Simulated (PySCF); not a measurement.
# Geometry relaxation of CH$_{5}$AlS (part 2 of 2)

The same run, continued: CH$_{5}$AlS, SMILES C[S][AlH2]; MP2/6-31G, RHF (PySCF 2.14.0). The geometry comes from this level: PBE0-D4/def2-TZVP.

Geometry of the input (Å):
```
C  -0.7246  1.0532  -0.5036
S  -1.0899  -0.4428  0.4698
Al 0.8597  -1.3724  0.6518
H  -1.3037  1.0209  -1.4256
H  0.3349  1.1253  -0.7475
H  -1.0201  1.9276  0.0747
H  2.0883  -0.6373  -0.0276
H  0.9476  -2.7318  1.4522
```

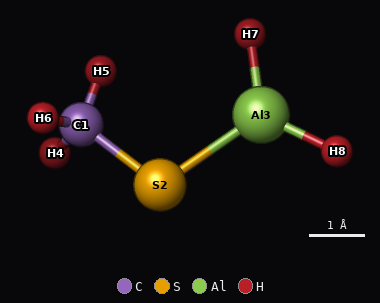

The geometry at step 5 of the log (ball-and-stick view, seen at a tilt; atoms are numbered from 1 in the order of the input).

**Output, continued**
```
----------------------------------------------
cycle 6: E = -680.327365194  dE = -6.32163e-07  norm(grad) = 9.35515e-05
Step    5 : Displace = 1.617e-03/3.169e-03 (rms/max) Trust = 3.000e-01 (+) Grad = 3.308e-05/7.854e-05 (rms/max) E (change) = -680.3273651943 (-6.322e-07) Quality = 1.096
Hessian Eigenvalues: 2.29927e-02 2.29999e-02 3.13970e-02 ... 3.48780e-01 3.49029e-01 3.63566e-01

Geometry optimization cycle 7
Cartesian coordinates (Angstrom)
 Atom        New coordinates             dX        dY        dZ
   C  -0.759371   1.126125  -0.540830    0.000010 -0.000135  0.000074
   S  -1.097594  -0.459734   0.480671    0.000040 -0.000068  0.000019
  Al   0.930199  -1.449255   0.684306    0.000051  0.000141 -0.000061
   H  -1.358913   1.066598  -1.451986    0.000008 -0.000027  0.000039
   H   0.301137   1.216958  -0.795711    0.000021 -0.000088  0.000018
   H  -1.073117   1.980807   0.062722    0.000041 -0.000053  0.000017
   H   2.185793  -0.715513  -0.000162    0.000095  0.000114 -0.000068
   H   0.964067  -2.823286   1.505190   -0.000265  0.000115 -0.000038
converged SCF energy = -680.143725958023
E(RMP2_Scanner) = -680.327365234671  E_corr = -0.183639276648282
E(SCS-RMP2_Scanner) = -680.335033797919  E_corr = -0.191307839895614
--------------- RMP2_Scanner gradients ---------------
         x                y                z
0 C     0.0000086929     0.0000185497    -0.0000135594
1 S    -0.0000038159    -0.0000160966     0.0000114605
2 Al    -0.0000149701     0.0000046536     0.0000004207
3 H     0.0000004129    -0.0000006045     0.0000014074
4 H    -0.0000014750    -0.0000008534     0.0000013835
5 H    -0.0000006979    -0.0000019228    -0.0000002617
6 H     0.0000031563    -0.0000026550     0.0000006321
7 H     0.0000086967    -0.0000010710    -0.0000014832
----------------------------------------------
cycle 7: E = -680.327365235  dE = -4.03535e-08  norm(grad) = 3.69112e-05
Step    6 : Displace = 1.516e-04/2.931e-04 (rms/max) Trust = 3.000e-01 (=) Grad = 1.305e-05/2.457e-05 (rms/max) E (change) = -680.3273652347 (-4.035e-08) Quality = 2.414
Hessian Eigenvalues: 2.27823e-02 2.30011e-02 3.15389e-02 ... 3.48790e-01 3.49031e-01 3.71785e-01

Geometry optimization cycle 8
Cartesian coordinates (Angstrom)
 Atom        New coordinates             dX        dY        dZ
   C  -0.759395   1.126095  -0.540814   -0.000023 -0.000030  0.000016
   S  -1.097505  -0.459745   0.480625    0.000089 -0.000012 -0.000046
  Al   0.930283  -1.449251   0.684276    0.000084  0.000004 -0.000030
   H  -1.358980   1.066607  -1.451952   -0.000067  0.000010  0.000034
   H   0.301099   1.216983  -0.795772   -0.000038  0.000025 -0.000061
   H  -1.073115   1.980783   0.062756    0.000002 -0.000024  0.000034
   H   2.185909  -0.715514  -0.000136    0.000117 -0.000001  0.000026
   H   0.963903  -2.823257   1.505217   -0.000163  0.000028  0.000028
converged SCF energy = -680.143726594797
E(RMP2_Scanner) = -680.327365195947  E_corr = -0.183638601150332
E(SCS-RMP2_Scanner) = -680.335033689558  E_corr = -0.191307094760829
--------------- RMP2_Scanner gradients ---------------
         x                y                z
0 C     0.0000034991    -0.0000021070     0.0000001912
1 S     0.0000013433    -0.0000044294     0.0000036571
2 Al    -0.0000107118     0.0000054162    -0.0000028943
3 H    -0.0000013035     0.0000004428    -0.0000022185
4 H     0.0000024536     0.0000002892    -0.0000001610
5 H    -0.0000014703     0.0000022442     0.0000007360
6 H     0.0000028267    -0.0000004595     0.0000001731
7 H     0.0000033629    -0.0000013965     0.0000005164
----------------------------------------------
cycle 8: E = -680.327365196  dE = 3.8724e-08  norm(grad) = 1.56977e-05
Step    7 : Displace = 9.748e-05/1.691e-04 (rms/max) Trust = 3.000e-01 (=) Grad = 5.550e-06/1.235e-05 (rms/max) E (change) = -680.3273651959 (+3.872e-08) Quality = -10.161
Not rejecting step - energy change meets convergence criteria
Hessian Eigenvalues: 2.15410e-02 2.30006e-02 3.19967e-02 ... 3.48790e-01 3.49031e-01 3.83257e-01

Geometry optimization cycle 9
Cartesian coordinates (Angstrom)
 Atom        New coordinates             dX        dY        dZ
   C  -0.759411   1.126108  -0.540820   -0.000017  0.000013 -0.000006
   S  -1.097459  -0.459739   0.480605    0.000046  0.000006 -0.000020
  Al   0.930329  -1.449268   0.684287    0.000046 -0.000017  0.000011
   H  -1.359013   1.066613  -1.451945   -0.000033  0.000006  0.000007
   H   0.301072   1.217026  -0.795803   -0.000027  0.000043 -0.000031
   H  -1.073136   1.980782   0.062762   -0.000021 -0.000000  0.000006
   H   2.185965  -0.715552  -0.000118    0.000055 -0.000038  0.000018
   H   0.963854  -2.823270   1.505232   -0.000050 -0.000013  0.000015
converged SCF energy = -680.14372707625
E(RMP2_Scanner) = -680.327365234724  E_corr = -0.183638158474472
E(SCS-RMP2_Scanner) = -680.335033724321  E_corr = -0.191306648071615
--------------- RMP2_Scanner gradients ---------------
         x                y                z
0 C     0.0000014763    -0.0000023669     0.0000007139
1 S     0.0000007120    -0.0000003315     0.0000011662
2 Al    -0.0000053531     0.0000024839    -0.0000014283
3 H    -0.0000004430     0.0000001369    -0.0000010312
4 H     0.0000010922     0.0000002633     0.0000001559
5 H    -0.0000008991     0.0000009052     0.0000002174
6 H     0.0000014575    -0.0000003094     0.0000000651
7 H     0.0000019570    -0.0000007814     0.0000001410
----------------------------------------------
cycle 9: E = -680.327365235  dE = -3.87766e-08  norm(grad) = 7.61962e-06
Step    8 : Displace = 4.806e-05/6.916e-05 (rms/max) Trust = 4.874e-05 (-) Grad = 2.694e-06/6.072e-06 (rms/max) E (change) = -680.3273652347 (-3.878e-08) Quality = 44.495
Hessian Eigenvalues: 2.13699e-02 2.30001e-02 3.27147e-02 ... 3.48792e-01 3.49032e-01 3.63888e-01

Geometry optimization cycle 10
Cartesian coordinates (Angstrom)
 Atom        New coordinates             dX        dY        dZ
   C  -0.759427   1.126120  -0.540831   -0.000015  0.000012 -0.000011
   S  -1.097414  -0.459748   0.480572    0.000045 -0.000009 -0.000034
  Al   0.930378  -1.449287   0.684295    0.000049 -0.000018  0.000008
   H  -1.359064   1.066637  -1.451931   -0.000051  0.000023  0.000014
   H   0.301044   1.217055  -0.795858   -0.000028  0.000028 -0.000055
   H  -1.073132   1.980779   0.062782    0.000005 -0.000004  0.000019
   H   2.186026  -0.715577  -0.000083    0.000061 -0.000025  0.000035
   H   0.963788  -2.823278   1.505254   -0.000065 -0.000008  0.000022
converged SCF energy = -680.143727376821
E(RMP2_Scanner) = -680.327365228736  E_corr = -0.183637851915107
E(SCS-RMP2_Scanner) = -680.335033727428  E_corr = -0.19130635060704
--------------- RMP2_Scanner gradients ---------------
         x                y                z
0 C    -0.0000002699    -0.0000015425     0.0000005413
1 S    -0.0000002480     0.0000015210     0.0000001520
2 Al     0.0000004988    -0.0000006097    -0.0000007558
3 H     0.0000002783     0.0000000752    -0.0000002700
4 H     0.0000000924     0.0000002465     0.0000002868
5 H    -0.0000003143     0.0000000670    -0.0000001185
6 H    -0.0000000156     0.0000001705     0.0000001250
7 H    -0.0000000216     0.0000000720     0.0000000391
----------------------------------------------
cycle 10: E = -680.327365229  dE = 5.98823e-09  norm(grad) = 2.60997e-06
Step    9 : Displace = 5.616e-05/7.382e-05 (rms/max) Trust = 6.893e-05 (+) Grad = 9.228e-07/1.657e-06 (rms/max) E (change) = -680.3273652287 (+5.988e-09) Quality = -14.798
Not rejecting step - energy change meets convergence criteria
Hessian Eigenvalues: 1.63405e-02 2.30000e-02 3.28122e-02 ... 3.48792e-01 3.49032e-01 3.63911e-01

Geometry optimization cycle 11
Cartesian coordinates (Angstrom)
 Atom        New coordinates             dX        dY        dZ
   C  -0.759428   1.126123  -0.540837   -0.000002  0.000003 -0.000007
   S  -1.097409  -0.459756   0.480554    0.000005 -0.000008 -0.000018
  Al   0.930385  -1.449285   0.684306    0.000007  0.000001  0.000011
   H  -1.359085   1.066651  -1.451926   -0.000020  0.000015  0.000005
   H   0.301037   1.217052  -0.795884   -0.000006 -0.000003 -0.000027
   H  -1.073115   1.980776   0.062791    0.000016 -0.000002  0.000009
   H   2.186039  -0.715580  -0.000064    0.000013 -0.000003  0.000019
   H   0.963775  -2.823280   1.505261   -0.000013 -0.000002  0.000006
converged SCF energy = -680.143727398475
E(RMP2_Scanner) = -680.327365247643  E_corr = -0.183637849168718
E(SCS-RMP2_Scanner) = -680.335033751077  E_corr = -0.191306352602849
--------------- RMP2_Scanner gradients ---------------
         x                y                z
0 C    -0.0000002266    -0.0000007422    -0.0000000271
1 S    -0.0000004308     0.0000010995     0.0000003418
2 Al     0.0000010045    -0.0000005924    -0.0000001907
3 H     0.0000003692    -0.0000000047    -0.0000001730
4 H     0.0000000073     0.0000002184     0.0000003629
5 H    -0.0000002744    -0.0000001055    -0.0000001116
6 H    -0.0000002049     0.0000001070    -0.0000000705
7 H    -0.0000002445     0.0000000197    -0.0000001318
----------------------------------------------
cycle 11: E = -680.327365248  dE = -1.89074e-08  norm(grad) = 2.02265e-06
Step   10 : Displace = 1.954e-05/2.813e-05 (rms/max) Trust = 2.808e-05 (-) Grad = 7.151e-07/1.229e-06 (rms/max) E (change) = -680.3273652476 (-1.891e-08) Quality = 414.013
Hessian Eigenvalues: 1.63405e-02 2.30000e-02 3.28122e-02 ... 3.48792e-01 3.49032e-01 3.63911e-01
Converged! =D

converged: True
C          -0.75942824        1.12612262       -0.54083749
S          -1.09740902       -0.45975603        0.48055394
Al          0.93038536       -1.44928533        0.68430634
H          -1.35908476        1.06665115       -1.45192573
H           0.30103737        1.21705154       -0.79588418
H          -1.07311521        1.98077647        0.06279078
H           2.18603917       -0.71558043       -0.00006441
H           0.96377533       -2.82327999        1.50526075
converged SCF energy = -680.143727398475
E(RMP2) = -680.327365261976  E_corr = -0.183637863501755
E(SCS-RMP2) = -680.335033763601  E_corr = -0.191306365126291
total energy: -680.32736526 hartree
```

**Trajectory as extended XYZ (Å, eV, eV/Å), 11 frames, from step=0 to step=10**
```
8
Properties=species:S:1:pos:R:3:forces:R:3 step=0 energy=-18512.48660
C    -0.7246    1.0532   -0.5036    0.1103   1.2599  -0.7843
S    -1.0899   -0.4428    0.4698   -1.4441  -0.8761   0.8088
Al    0.8597   -1.3724    0.6518    1.0028  -0.6789   0.2144
H    -1.3037    1.0209   -1.4256   -0.0426   0.0755  -0.1467
H     0.3349    1.1253   -0.7475    0.1622   0.1376  -0.1133
H    -1.0201    1.9276    0.0747   -0.0134   0.1712   0.0106
H     2.0883   -0.6373   -0.0276    0.2233   0.1750  -0.1485
H     0.9476   -2.7318    1.4522    0.0014  -0.2641   0.1590
8
Properties=species:S:1:pos:R:3:forces:R:3 step=1 energy=-18512.63461
C    -0.7597    1.1152   -0.5342    0.0795   0.4281  -0.2741
S    -1.0775   -0.4642    0.4799   -0.3764   0.1050   0.0095
Al    0.9161   -1.4614    0.6944    0.3718  -0.0763  -0.0257
H    -1.3547    1.0809   -1.4509   -0.0615  -0.1877   0.0406
H     0.2931    1.2412   -0.8089    0.0668  -0.1636   0.0862
H    -1.0717    1.9863    0.0486   -0.0388  -0.1150   0.1614
H     2.1637   -0.7158    0.0046    0.0127  -0.0230   0.0111
H     0.9829   -2.8393    1.5108   -0.0540   0.0324  -0.0090
8
Properties=species:S:1:pos:R:3:forces:R:3 step=2 energy=-18512.64927
C    -0.7665    1.1279   -0.5405    0.0494   0.1498  -0.0996
S    -1.0896   -0.4555    0.4767   -0.0552  -0.0476   0.0393
Al    0.9315   -1.4498    0.6844    0.1059  -0.0346   0.0002
H    -1.3681    1.0703   -1.4525    0.0226  -0.0173   0.0499
H     0.2934    1.2304   -0.8022   -0.0544  -0.0210   0.0229
H    -1.0825    1.9846    0.0622    0.0109  -0.0551  -0.0126
H     2.2103   -0.7402    0.0100   -0.0525   0.0108   0.0037
H     0.9637   -2.8250    1.5062   -0.0266   0.0149  -0.0037
8
Properties=species:S:1:pos:R:3:forces:R:3 step=3 energy=-18512.65053
C    -0.7617    1.1285   -0.5418    0.0200   0.0209  -0.0163
S    -1.0942   -0.4563    0.4780   -0.0133  -0.0426   0.0281
Al    0.9307   -1.4515    0.6855    0.0174   0.0047  -0.0060
H    -1.3624    1.0675   -1.4523    0.0029   0.0063   0.0033
H     0.2983    1.2226   -0.7984   -0.0076   0.0018   0.0003
H    -1.0767    1.9821    0.0630    0.0009  -0.0003  -0.0076
H     2.1919   -0.7241    0.0038   -0.0067   0.0049  -0.0017
H     0.9663   -2.8259    1.5064   -0.0136   0.0044  -0.0001
8
Properties=species:S:1:pos:R:3:forces:R:3 step=4 energy=-18512.65069
C    -0.7600    1.1271   -0.5413    0.0037  -0.0064   0.0032
S    -1.0968   -0.4587    0.4800    0.0009  -0.0100   0.0058
Al    0.9304   -1.4502    0.6848   -0.0002   0.0057  -0.0034
H    -1.3598    1.0669   -1.4520   -0.0030   0.0024  -0.0052
H     0.3002    1.2186   -0.7965    0.0048   0.0014  -0.0018
H    -1.0741    1.9811    0.0627   -0.0018   0.0062   0.0010
H     2.1873   -0.7181    0.0010    0.0002   0.0026  -0.0016
H     0.9651   -2.8241    1.5055   -0.0045  -0.0018   0.0020
8
Properties=species:S:1:pos:R:3:forces:R:3 step=5 energy=-18512.65071
C    -0.7594    1.1263   -0.5409   -0.0006  -0.0034   0.0022
S    -1.0976   -0.4597    0.4807    0.0009   0.0008  -0.0007
Al    0.9301   -1.4494    0.6844    0.0002   0.0009  -0.0004
H    -1.3589    1.0666   -1.4520   -0.0004   0.0004  -0.0007
H     0.3011    1.2170   -0.7957    0.0008   0.0003  -0.0004
H    -1.0732    1.9809    0.0627   -0.0002   0.0009   0.0001
H     2.1857   -0.7156   -0.0001    0.0002   0.0003  -0.0003
H     0.9643   -2.8234    1.5052   -0.0010  -0.0002   0.0003
8
Properties=species:S:1:pos:R:3:forces:R:3 step=6 energy=-18512.65071
C    -0.7594    1.1261   -0.5408   -0.0004  -0.0010   0.0007
S    -1.0976   -0.4597    0.4807    0.0002   0.0008  -0.0006
Al    0.9302   -1.4493    0.6843    0.0008  -0.0002   0.0000
H    -1.3589    1.0666   -1.4520    0.0000   0.0000  -0.0001
H     0.3011    1.2170   -0.7957    0.0001   0.0000  -0.0001
H    -1.0731    1.9808    0.0627    0.0000   0.0001   0.0000
H     2.1858   -0.7155   -0.0002   -0.0002   0.0001   0.0000
H     0.9641   -2.8233    1.5052   -0.0004   0.0001   0.0001
8
Properties=species:S:1:pos:R:3:forces:R:3 step=7 energy=-18512.65071
C    -0.7594    1.1261   -0.5408   -0.0002   0.0001   0.0000
S    -1.0975   -0.4597    0.4806   -0.0001   0.0002  -0.0002
Al    0.9303   -1.4493    0.6843    0.0006  -0.0003   0.0001
H    -1.3590    1.0666   -1.4520    0.0001   0.0000   0.0001
H     0.3011    1.2170   -0.7958   -0.0001   0.0000   0.0000
H    -1.0731    1.9808    0.0628    0.0001  -0.0001   0.0000
H     2.1859   -0.7155   -0.0001   -0.0001   0.0000   0.0000
H     0.9639   -2.8233    1.5052   -0.0002   0.0001   0.0000
8
Properties=species:S:1:pos:R:3:forces:R:3 step=8 energy=-18512.65071
C    -0.7594    1.1261   -0.5408   -0.0001   0.0001   0.0000
S    -1.0975   -0.4597    0.4806    0.0000   0.0000  -0.0001
Al    0.9303   -1.4493    0.6843    0.0003  -0.0001   0.0001
H    -1.3590    1.0666   -1.4519    0.0000   0.0000   0.0001
H     0.3011    1.2170   -0.7958   -0.0001   0.0000   0.0000
H    -1.0731    1.9808    0.0628    0.0000   0.0000   0.0000
H     2.1860   -0.7156   -0.0001   -0.0001   0.0000   0.0000
H     0.9639   -2.8233    1.5052   -0.0001   0.0000   0.0000
8
Properties=species:S:1:pos:R:3:forces:R:3 step=9 energy=-18512.65071
C    -0.7594    1.1261   -0.5408    0.0000   0.0001   0.0000
S    -1.0974   -0.4597    0.4806    0.0000  -0.0001   0.0000
Al    0.9304   -1.4493    0.6843    0.0000   0.0000   0.0000
H    -1.3591    1.0666   -1.4519    0.0000   0.0000   0.0000
H     0.3010    1.2171   -0.7959    0.0000   0.0000   0.0000
H    -1.0731    1.9808    0.0628    0.0000   0.0000   0.0000
H     2.1860   -0.7156   -0.0001    0.0000   0.0000   0.0000
H     0.9638   -2.8233    1.5053    0.0000   0.0000   0.0000
8
Properties=species:S:1:pos:R:3:forces:R:3 step=10 energy=-18512.65071
C    -0.7594    1.1261   -0.5408    0.0000   0.0000   0.0000
S    -1.0974   -0.4598    0.4806    0.0000  -0.0001   0.0000
Al    0.9304   -1.4493    0.6843   -0.0001   0.0000   0.0000
H    -1.3591    1.0667   -1.4519    0.0000   0.0000   0.0000
H     0.3010    1.2171   -0.7959    0.0000   0.0000   0.0000
H    -1.0731    1.9808    0.0628    0.0000   0.0000   0.0000
H     2.1860   -0.7156   -0.0001    0.0000   0.0000   0.0000
H     0.9638   -2.8233    1.5053    0.0000   0.0000   0.0000
```

**Results in brief**

- outcome: converged
- total energy: −680.327365 hartree
- SCF energy: −680.143727 hartree
- correlation energy: −0.183638 hartree
- basis functions: 45
- HOMO of the SCF reference: −9.68 eV
- LUMO of the SCF reference: 0.97 eV
- hardware: 1 thread of Arm Neoverse V2, 24 GiB of memory available, shared host
- wall time: 35 s
- peak memory: 0.18 GiB
